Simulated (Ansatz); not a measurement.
# Electron scattering at the Σ3 (112) boundary in bcc Mo, part 2 of 3

Aim: the relaxed structure and the specific resistance of the Σ3 (112) boundary in bcc Mo.

Ansatz 0.2.0; Ansatz plane-wave DFT, PBE, PAW files; relaxation of a bicrystal slab with its lowest layers held; PAW set soft_1 (the session's first sound run).

So far. Step 2 (Relaxing the bicrystal): The largest force component on a free atom ends at 0.024 eV/Å, under the tolerance of 0.03, after 5 steps.

### Step 3. Transmission across the boundary

This step: Ansatz plane-wave DFT, PBE, PAW files; ballistic transport by layer matching (Landauer), zero bias; boundary relaxed in a short slab, bulk layers laid on; PAW set soft_1 (Ansatz 0.2.0).

System of this step: Σ3 (112) boundary in bcc Mo. The cell holds 34 atoms: 34 Mo. Cell: a = 2.725 Å, b = 4.451 Å, c = 50.538 Å, α = 90.0°, β = 90.0°, γ = 90.0°. It derives from Mo. Regions: lower grain, 14 atoms (14 Mo); boundary, 9 atoms (9 Mo); upper grain, 11 atoms (11 Mo). Vacuum lies along c.

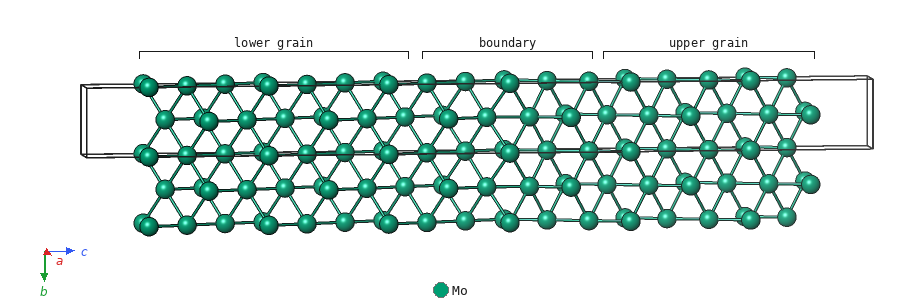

The cell of this step (molybdenum teal). 1×2×1 cells are drawn. Some periodic images of atoms are drawn too.

input.yaml

```yaml
crystal:
  lattice:
    - [2.7253819457, 0.0, 0.0]
    - [0.0, 4.4505300808, 0.0]
    - [0.0, 0.0, 50.537786361]
  atoms:
    - { symbol: Mo, position: [-6.0000000002, -9.0, 0.0791486982] }
    - { symbol: Mo, position: [-5.6666666669, -8.5, 0.1045704165] }
    - { symbol: Mo, position: [-5.3333333335, -8.0, 0.1299921349] }
    - { symbol: Mo, position: [-5.0000000002, -7.5, 0.1554138532] }
    - { symbol: Mo, position: [-4.6666666669, -7.0, 0.1808355715] }
    - { symbol: Mo, position: [-4.3333333335, -6.5, 0.2062572899] }
    - { symbol: Mo, position: [-4.0000000002, -6.0, 0.2316790082] }
    - { symbol: Mo, position: [-3.6666666668, -5.5, 0.2571007265] }
    - { symbol: Mo, position: [-3.3333333335, -5.0, 0.2825224449] }
    - { symbol: Mo, position: [-3.0000000001, -4.5, 0.3079441632] }
    - { symbol: Mo, position: [-2.6666666668, -4.0, 0.3333658815] }
    - { symbol: Mo, position: [-2.3333333334, -3.5, 0.3587875999] }
    - { symbol: Mo, position: [-2.0000000001, -3.0, 0.3842093182] }
    - { symbol: Mo, position: [-1.6666666667, -2.5, 0.4096310365] }
    - { symbol: Mo, position: [0.6666666666, 0.0, 0.4350527549] }
    - { symbol: Mo, position: [0.993161816, 0.5, 0.4602701937] }
    - { symbol: Mo, position: [0.3314131251, 0.0, 0.4864789864] }
    - { symbol: Mo, position: [0.6560985253, 0.5, 0.5111644907] }
    - { symbol: Mo, position: [0.0024216346, 0.0, 0.5382321698] }
    - { symbol: Mo, position: [0.6549175333, 0.5, 0.5656418159] }
    - { symbol: Mo, position: [0.3318999365, 0.0, 0.5903384034] }
    - { symbol: Mo, position: [0.9860315306, 0.5, 0.6161647429] }
    - { symbol: Mo, position: [0.6619446766, 0.0, 0.6412124001] }
    - { symbol: Mo, position: [-1.6713886568, -2.5, 0.6666341185] }
    - { symbol: Mo, position: [-2.0047219901, -3.0, 0.6920558368] }
    - { symbol: Mo, position: [-2.3380553235, -3.5, 0.7174775551] }
    - { symbol: Mo, position: [-2.6713886568, -4.0, 0.7428992735] }
    - { symbol: Mo, position: [-3.0047219902, -4.5, 0.7683209918] }
    - { symbol: Mo, position: [-3.3380553235, -5.0, 0.7937427101] }
    - { symbol: Mo, position: [-3.6713886569, -5.5, 0.8191644285] }
    - { symbol: Mo, position: [-4.0047219902, -6.0, 0.8445861468] }
    - { symbol: Mo, position: [-4.3380553235, -6.5, 0.8700078651] }
    - { symbol: Mo, position: [-4.6713886569, -7.0, 0.8954295835] }
    - { symbol: Mo, position: [-5.0047219902, -7.5, 0.9208513018] }
kpoints:
  mp_grid: { grid: [9, 6, 1] }
hamiltonian:
  xc: pbe
  pseudopotentials: { kind: paw, azcp: { folder: soft_1 } }
scf:
  occupations: { method: fermi_dirac, width: 0.1 }
output:
  transmission:
    leads: [[8, 9], [27, 28]]
    kmesh: [24, 14]
    e_range: [-0.1, 0.1]
    de: 0.05
  write_potential: true
  write_density: true
  volumetric_format: npy
  elf: true
```

Command:

```sh
$ ansatz run input.yaml --threads 8 --pin off --max-ram 15360MiB --backend cpu --events-out ev --progress --plain --runs-dir out
```

Numbers of over 12 decimals in the logs are rounded to 6 here.

The log of the run:

```text
[...]
Crystal: 34 atoms, lattice volume = 612.993 Å³
Basis set: ecut = 420 eV, 12111 PW (Γ)
Bands: 286, of which v1, the nominal top of the filled ones, is band 238 counted from 1 (237 counted from 0)
Symmetry: 2 space group operations
[...]
k-points: 20 of 54 (time reversal used)
[...]
SCF iter   1: F=—  HF=-168525.125631 eV  |F-HF|=—  |Δ(HF+E_count)|=         —  Δρ=1.00e-1  dr2=4.06e2  ethr=3.10e-3  ⟨swp⟩=6.7  Hψ=20277  notcnv=0
[...]
SCF iter  12: F=-168501.092184 eV  HF=-168501.092184 eV  |F-HF|=1.98e-8  |Δ(HF+E_count)|=   6.32e-8  Δρ=1.65e-6  dr2=3.88e-8  ethr=2.10e-11  ⟨swp⟩=14.2  Hψ=18182  notcnv=0
SCF 1 converged in 12 iterations: F = -168501.092184 eV  dr2 = 3.88e-8
[...]
transmission: 606 of 6032 steps passed
transmission: 1212 of 6032 steps passed
[...]
transmission: 6032 of 6032 steps passed
WARN: The output density's exchange-correlation potential varies sharply where the density is thin. Do not read a vacuum level from v_tot or v_xc, or from such a field of the output density. On a cell that repeats whose density bears no net charge and no dipole along the vacuum's axis use v_es (v_loc + v_h of the components); under efield.dipole_correction with no amplitude use v_es + v_field, which holds any externa [...]
SCF converged after 12 iterations
Free energy (F): -168501.092184 eV
[...]
Internal energy: -168500.315090 eV  (E = F + TS)
E sigma→0 (E₀):  -168500.703637 eV
Entropy (-TS):   -0.777094 eV (-22.856 meV/atom)
Fermi energy:    17.751218 eV
[...]
--- Band table (eV; the first three rows and the last of 20) ---
  k-point 0: bands = [... 234 lower, 16.8325, 17.0693, 17.0967, 17.3174, 17.4391, 17.5226, 17.8003, 17.8359, ... 44 higher]
  k-point 1: bands = [... 234 lower, 16.9848, 17.0129, 17.1530, 17.2697, 17.4036, 17.5209, 17.7293, 17.7527, ... 44 higher]
  k-point 2: bands = [... 234 lower, 17.8686, 17.9298, 17.9649, 18.0536, 18.1079, 18.1496, 18.1982, 18.2335, ... 44 higher]
  k-point 19: bands = [... 234 lower, 18.0450, 18.0551, 18.1821, 18.2061, 18.2497, 18.2905, 18.3095, 18.3392, ... 44 higher]
--- Transmission ---
  basis      : 107 plane waves across, 58 finite elements along
  points     : 104, standing for a mesh of 24 x 14
  energies   : 5 from -0.100000 to 0.100000 eV about the Fermi level, 0.050000 eV apart; the leads are filled to 0.000000 eV, and channels, transmission and decay are at 0.000000 eV
  crystal 0  : Mo2, at the sites [8, 9], period 2.5695 Å, over 19.27 Å; its Hamiltonian steps by up to 6.2 meV
    offset         : up to 0.0000 Å between an atom of the period and one for which it stands
    channels       : 1.988095e0 a spin
    conductance    : none, the energies end too early or step too widely for 300 K: set another output.transmission.e_range or a lower de, or, where they end at an eighth of basis.ecutwfc, a higher one
[...]
channels       : 1.976190e0 a spin
[...]
junction   : crystal 0 to crystal 1, 13.64 to 38.19 Å
    transmission   : 1.115487e0 a spin
[...]
```

Elapsed: 5.3 min, on 8 threads of Intel Xeon at 2.50GHz (Skylake/Cascade Lake), shared host; peak memory 7.9 GiB; 35 min of CPU time.

This step gave:

```
free energy                                    : -168501.0922 eV
energy at zero smearing                        : -168500.7036 eV
Fermi energy                                   : 17.75 eV
cell area                                      : 12.13 Å²
transmission per spin nearest the Fermi level  : 1.115
open channels per spin nearest the Fermi level : 1.988
open channels per spin, upper lead             : 1.976
step of the lead's potential                   : 6.2 meV
step of the upper lead's potential             : 13.2 meV
```

Per spin. Table of transmission, zone mean by energy, zero at the Fermi level:

```
energy (eV)  transmission, zone mean
    -0.1000                     1.10
    -0.0500                     1.11
     0.0000                     1.12
     0.0500                     1.13
     0.1000                     1.12
```

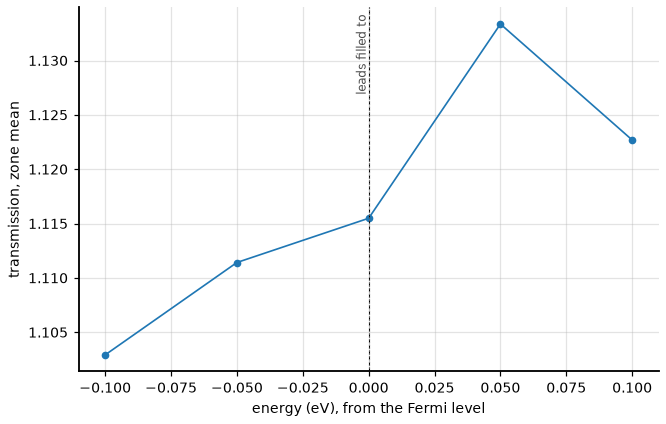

Transmission, zone mean against energy.

Per spin. Table of open channels, zone mean by energy, zero at the Fermi level:

```csv
energy (eV),lead,upper lead
-0.1000,1.93,1.93
-0.0500,1.95,1.95
0.0000,1.99,1.98
0.0500,2.04,2.08
0.1000,2.02,2.02
```

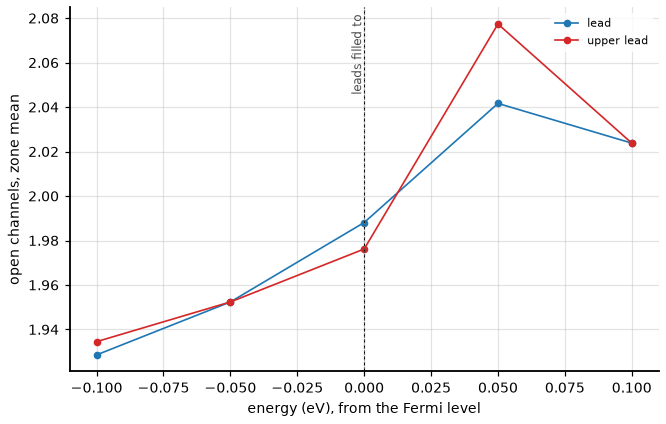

Open channels, zone mean, plotted against energy.

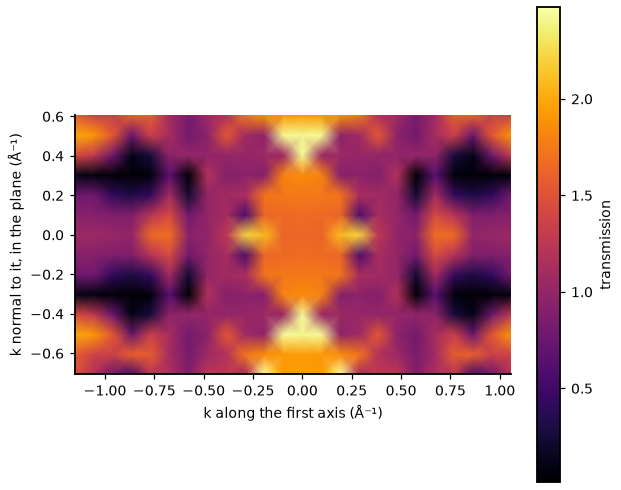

Transmission over k1 and k2. At 0.0000 eV from the Fermi level.

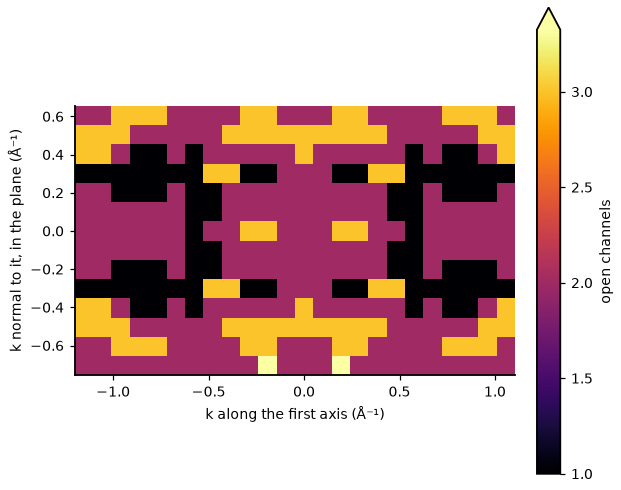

Open channels over k1 and k2. At 0.0000 eV from the Fermi level.

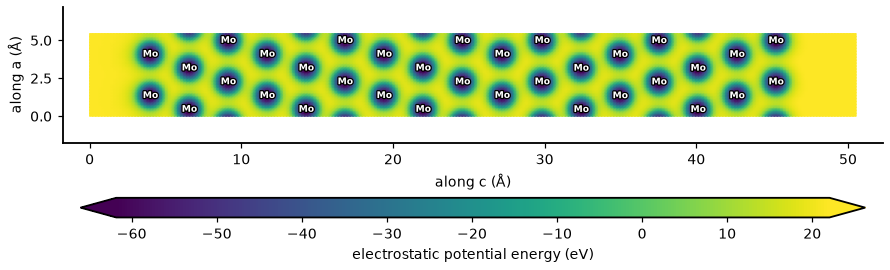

Electrostatic potential energy in the ca plane at fractional y = 0.000, with atoms of Mo within 0.2 Å of it. With pseudopotentials it is smooth inside the atoms' cores, unlike the true potential. The map starts off the cell's origin, so that atoms lie inside it.

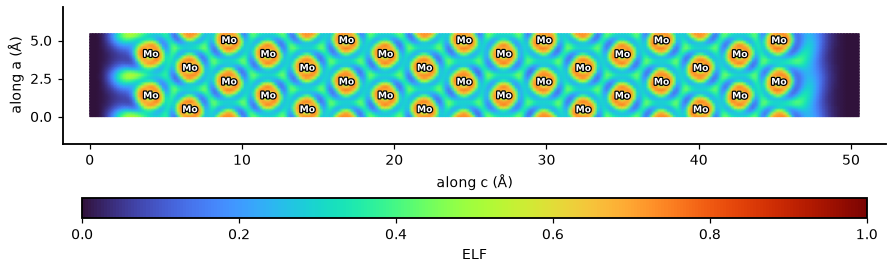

ELF in the ca plane at fractional y = 0.000, with atoms of Mo within 0.2 Å of it. It is the smooth field of the valence electrons, not physical close to the nuclei. The map starts off the cell's origin, so that atoms lie inside it.

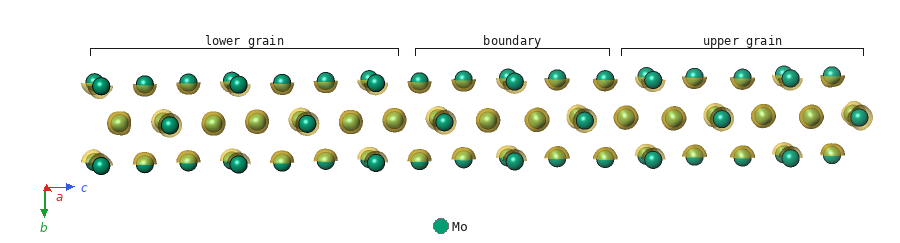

Surface of ELF = 0.67.

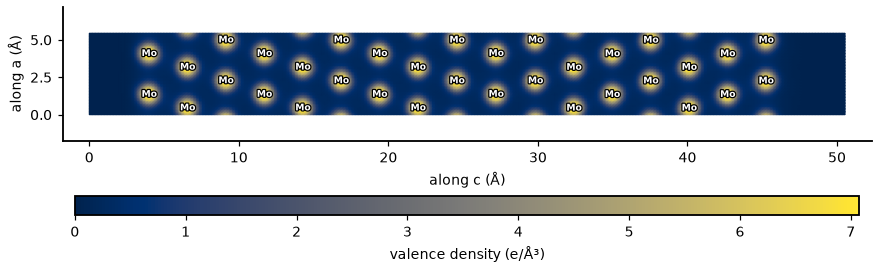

Valence density in the ca plane at fractional y = 0.000, with atoms of Mo within 0.2 Å of it. It is the smooth field of the valence electrons, not physical close to the nuclei. The map starts off the cell's origin, so that atoms lie inside it.

Over the solved energies the transmission per spin lies between 1.10 and 1.13, out of 1.99 channels of the lead on average (up to 2.04).

### Step 4. Specific resistance

This step: Ansatz plane-wave DFT, PBE, PAW files; ballistic transport by layer matching (Landauer), zero bias; specific resistance of the boundary; PAW set soft_1 (Ansatz 0.2.0).

Numbers from this step:

- area resistance: 0.6146 fΩ m²
- T over the leads' mean channel count: 0.5614

Averaged over the energies near the Fermi level, 56.1 % of the channels pass, which makes 0.615 fΩ m².

By hand, with T and the leads' channels N averaged over the energies near the Fermi level: RA = A (h/2e²)(1/T − ½[1/N₁ + 1/N₂]) = 12.13×10⁻²⁰ m² × 12 906 Ω × (1/1.117 − ½[1/1.987 + 1/1.993]) = 0.615 fΩ m².

(Continued in part 3 of 3.)

[Logs are printed without paths, hosts, clocks, repeated set-up lines and the standing remarks that a program may print on its own settings, such as how far it seeks lower states.]

[Hosts, paths, dates, database ids (printed as entryN), source tags and the programs' standing remarks are cut or masked in the printed files.]
